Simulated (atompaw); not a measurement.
# Tantalum: generating and testing a PAW (atompaw) potential

Task: generate the file, and judge it by its logarithmic derivatives, its ghosts and its cutoff.

Program: atompaw 4.2.0.5. Reference atom: PBE, scalar-relativistic, spherical and spin-unpolarised. All values are calculated.

### Step 1. Starting point

The settings as typed:

* element: tantalum (Ta, Z = 73)
* type: PAW
* frozen core: [Kr] 4d10
* valence charge: 27
* reference configuration: 4f14 5s2 5p6 5d3 6s2 6p0
* partial waves: 5s (bound): rc 1.40 bohr; 6s (bound): rc 2.30 bohr; 5p (bound): rc 2.20 bohr; 6p (bound, empty): rc 2.30 bohr; 5d (bound): rc 2.30 bohr; 5d channel at 2.15 Ry: rc 2.30 bohr; 4f (bound): rc 1.30 bohr; 4f channel at -1.15 Ry: rc 1.30 bohr
* local potential: troulliermartins scheme with l = 4 at 1 Ry, radius 1.50 bohr
* core correction: smooth core density matched at 2.10 bohr
* augmentation charge: sinc compensation charge, radius 1.90 bohr; PAW radius 2.30 bohr; waves and projectors: custom polynom vanderbiltortho

The nodes and maxima of the atom's own shells, from an earlier all-electron run, set the scale for the radii.

All-electron outer shells of the reference configuration (PBE, scalar-relativistic, ld1.x):

```tsv
shell	level (eV)	outermost node (bohr)	outermost maximum (bohr)
4p	-400.93	0.24	0.45
4d	-222.19	0.22	0.46
5s	-73.00	0.54	0.98
5p	-39.40	0.58	1.13
4f	-24.70	–	0.44
6s	-5.44	1.32	2.78
5d	-3.59	0.65	1.58
6p	-1.39	1.60	3.89
```

### Step 2. Generating the potential

Ta.input reads:

```
Ta 73
GGA-PBE scalarrelativistic loggrid 2001 logderivrange -7 5 301
6 6 5 4 0 0
6 1 0
5 2 3
0 0 0
c
c
c
c
v
v
c
c
c
v
v
c
c
v
v
3
2.30 1.90 1.50 2.10
n
n
y
2.15
n
y
-1.15
n
custom polynom vanderbiltortho sinc
4 1 troulliermartins
1.40
2.30
2.20
2.30
2.30
2.30
1.30
1.30
PWSCFOUT
UPFDX 0.0125d0 UPFXMIN -7.d0 UPFZMESH 73.d0
END
```

Started as:

```console
atompaw < Ta.input > Ta.log
```

What the program wrote to the file Ta (summary file):

```text
 Completed calculations for Ta (AE)

 Exchange-correlation type: GGA, Perdew-Burke-Ernzerhof

 Radial integration grid is logarithmic 
 r0 =   9.3554737E-05 h =   6.8294958E-03   n =      2001 rmax =   8.0000000E+01

 Scalar relativistic calculation

 AEatom converged in  43 iterations
   nz     =  73.00
   delta  =       8.884268174198E-16

 All Electron Orbital energies:         
  n  l      occupancy      energy
  1  0      2.0000000E+00 -4.9517611E+03
  2  0      2.0000000E+00 -8.5075511E+02
  3  0      2.0000000E+00 -1.9489399E+02
  4  0      2.0000000E+00 -3.9735982E+01
  5  0      2.0000000E+00 -5.3656030E+00
  6  0      2.0000000E+00 -4.0001938E-01
  2  1      6.0000000E+00 -7.4547659E+02
  3  1      6.0000000E+00 -1.6358634E+02
  4  1      6.0000000E+00 -2.9468056E+01
  5  1      6.0000000E+00 -2.8957808E+00
  6  1      0.0000000E+00 -1.0224205E-01
  3  2      1.0000000E+01 -1.2708084E+02
  4  2      1.0000000E+01 -1.6330929E+01
  5  2      3.0000000E+00 -2.6392425E-01
  4  3      1.4000000E+01 -1.8157344E+00

 Total energy
   Total                    :   -31209.11876369288075

 ---
 Completed calculations for Ta (SC)

 Exchange-correlation type: GGA, Perdew-Burke-Ernzerhof

 Radial integration grid is logarithmic 
 r0 =   9.3554737E-05 h =   6.8294958E-03   n =      2001 rmax =   8.0000000E+01

 Scalar relativistic calculation

 SCatom converged in   4 iterations
   nz     =  73.00
   delta  =       8.187248514090E-15

 Valence Electron Orbital energies:         
  n  l      occupancy      energy
   5  0      2.0000000E+00 -5.3656030E+00
   6  0      2.0000000E+00 -4.0001938E-01
   5  1      6.0000000E+00 -2.8957808E+00
   6  1      0.0000000E+00 -1.0224205E-01
   5  2      3.0000000E+00 -2.6392425E-01
   4  3      1.4000000E+01 -1.8157344E+00

 Total energy
   Total                    :   -31209.11876376331566
   Valence                  :    -1228.49381304165263

 PAW parameters: 
       lmax =            3
         rc =    2.3105347150828042     
        irc =         1482
   rc_shape =    1.9083606213023012     
    rc_vloc =    1.5026030464411211     
    rc_core =    2.1142323065446451     
   Vloc: Norm-conserving Troullier-Martins with l= 4;e=   1.0000E+00
   Projector type: polynomial pseudization + Vanderbilt ortho.
   Sinc^2 compensation charge shape zeroed at   1.9084E+00

 Number of basis functions     8
 No.   n  nodes  l      Energy         Cp coeff         Occ
  1    5    4    0   -0.5365603E+01  0.1651630E+00  0.2000000E+01
  2    6    5    0   -0.4000194E+00  0.6023957E+01  0.2000000E+01
  3    5    3    1   -0.2895781E+01  0.9821353E+00  0.6000000E+01
  4    6    4    1   -0.1022421E+00  0.3422756E+02  0.0000000E+00
  5    5    2    2   -0.2639243E+00  0.3972977E+01  0.3000000E+01
  6  999    3    2    0.2150000E+01  0.7217364E+00  0.0000000E+00
  7    4    0    3   -0.1815734E+01 -0.1147427E+03  0.1400000E+02
  8  999    1    3   -0.1150000E+01 -0.6941688E+03  0.0000000E+00

 Eigenvalues of overlap operator (in the basis of projectors):
    1        4.38321221E-01
    2        1.12555271E+00
    3        1.36865023E+00
    4        7.65755178E+00
    5        6.44393719E+01
    6        1.78131624E+02
    7        1.74929524E+03
    8        1.53219381E+04

 Orbital leakage outside PAW augmentation regions
   orb  is_core?  %out_of_sphere
   1 0    T           0.00
   2 0    T           0.00
   3 0    T           0.00
   4 0    T           0.00
   5 0    F           0.56
   6 0    F          80.93
   2 1    T           0.00
   3 1    T           0.00
   4 1    T           0.00
   5 1    F           3.00
   6 1    F          95.63
   3 2    T           0.00
   4 2    T           0.00
   5 2    F          38.80
   4 3    F           0.18

 Summary of PAW energies
   Total valence energy     :  -1228.49380637303057
   Smooth energy            :     37.45352629614929
   One center               :  -1265.94733266917979
   Smooth kinetic           :     83.24419375607451
   Vloc energy              :    -49.00309396362602
   Smooth exch-corr         :    -17.03320404282024
   One-center xc            :   -613.13629633875894
```

It took 9.9 s on 1 thread of Intel Xeon 6975P-C, shared host.

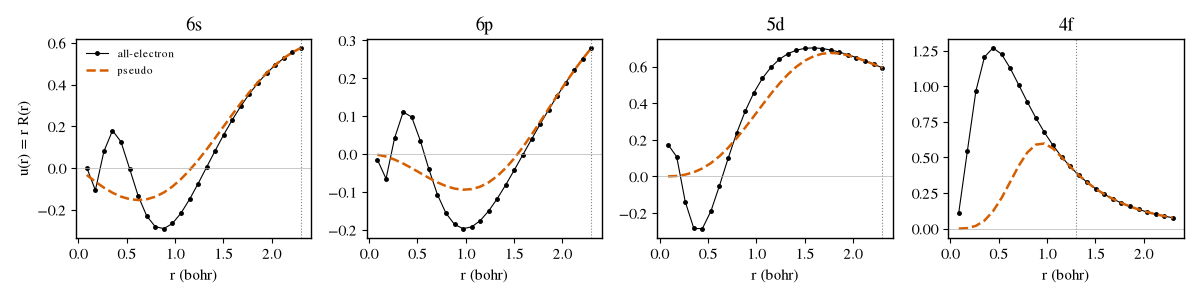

All-electron and pseudo partial waves (6s, 6p, 5d, 4f), with the matching radii dotted. The curves join 26 sampled radii, too few to resolve the innermost nodes.

### Step 3. Scattering by logarithmic derivatives

Taken from the files of the generation run. The phase is arctan(r·u′/u) with u = r·R, unwrapped, with energies in Ry. A pole is an energy at which the radial function vanishes at the test radius. The pseudo phase is shifted by a multiple of π to meet the all-electron one at the reference energy. Levels narrower than the energy grid can be missing from the poles. The last column is the largest difference on the grid between −1 and +1 Ry.

| channel | radius (bohr) | reference (Ry) | poles AE | poles PS | window around the reference with phases within 0.05 rad (Ry) | largest difference near zero (rad) |
| --- | --- | --- | --- | --- | --- | --- |
| s | 2.31 | -0.40 | -5.27, 4.29 | -5.27, 1.33, 4.97 | below 0.4 | 0.123 |
| p | 2.31 | -0.10 | -2.60 | -2.60, 4.90 | below 1.6 | 0.005 |
| d | 2.31 | -0.26 | 0.95 | 0.95 | below 4.8 | 0.000 |
| f | 2.31 | -1.82 | -1.79 | -1.79 | the whole range | 0.000 |

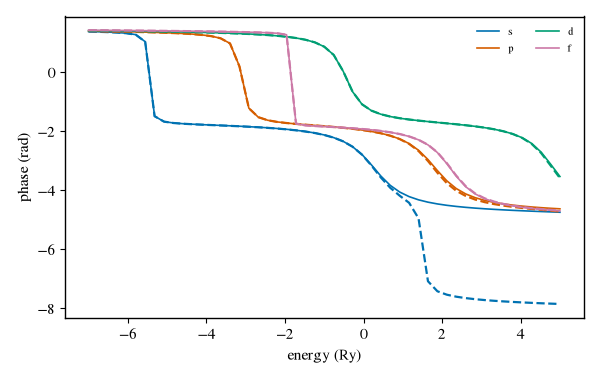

Phases by channel: all-electron solid, pseudo dashed.

### Step 4. Plane-wave convergence, by spherical Bessel functions

This step uses the generator's waves and projectors in a separate script. Basis: spherical Bessel functions vanishing at 20 bohr, q² up to the cutoff; potential fixed at the reference.

All-electron valence levels (Ry): 5s -5.3656, 6s -0.4000, 5p -2.8958, 6p -0.1022, 5d -0.2639, 4f -1.8157. The lowest levels of each channel (Ry) by cutoff; the last column sums, over occupied levels, occupation times the distance from the level at 400 Ry. A positive value at high cutoff is not a bound level.

```csv
cutoff (Ry),s #1,s #2,p #1,p #2,d #1,f #1,Σ f·Δε (mRy)
8,-5.1699,-0.3967,-2.5904,-0.0904,-0.1346,0.1066,29530.8
21,-5.3615,-0.4000,-2.8944,-0.1022,-0.2632,0.1066,26930.7
45,-5.3654,-0.4000,-2.8958,-0.1022,-0.2639,-1.5363,3912.4
80,-5.3656,-0.4000,-2.8958,-0.1022,-0.2639,-1.8103,76.5
120,-5.3656,-0.4000,-2.8958,-0.1022,-0.2639,-1.8151,9.5
140,-5.3656,-0.4000,-2.8958,-0.1022,-0.2639,-1.8153,6.0
200,-5.3656,-0.4000,-2.8958,-0.1022,-0.2639,-1.8157,1.0
260,-5.3656,-0.4000,-2.8958,-0.1022,-0.2639,-1.8157,0.3
400,-5.3656,-0.4000,-2.8958,-0.1022,-0.2639,-1.8157,0.0
```

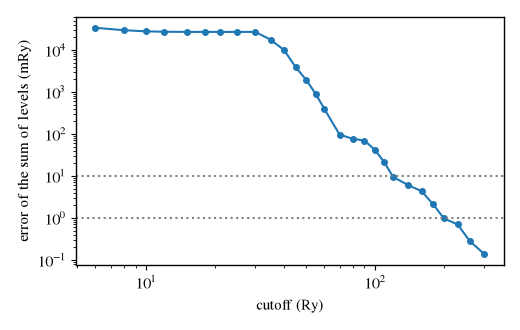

Occupation-weighted error of the valence levels against the cutoff; the dotted lines mark 10 and 1 mRy.

The sum stays within 10 mRy from 120 Ry and within 1 mRy from 200 Ry. The sum leaves out empty levels, which can need more. Ghost test: no level below the all-electron spectrum of its channel (s, p, d, f tested).

### Step 5. Outcome

| quantity | value |
| --- | --- |
| cutoffs for 10 and 1 mRy, occupied levels | 120 Ry and 200 Ry |
| bound ghosts | none found |
| largest phase difference near zero energy, channels read | 0.123 rad |
| lowest eigenvalue of the overlap (Bessel basis) | 0.568 (s) |
| share of valence orbitals outside the PAW sphere | 5s 1 %, 6s 81 %, 5p 3 %, 6p 96 %, 5d 39 %, 4f 0 % |
| UPF file | written |

It counts as hard, with 120 Ry needed at the looser tolerance. The slowest occupied level is 4f: taken alone it needs 120 Ry to come within 1 mRy, against 35 Ry for 5s. No bound ghost shows below the valence levels. Near zero energy the largest phase difference among the channels read is 0.12 rad, in the s channel (at the energies tabulated). The pseudo curves have a pole with no partner nearby in the atom's: s at 1.33 Ry. At positive energy that is a spurious or a displaced resonance. These are tests on the free atom; a crystal test is still owed.
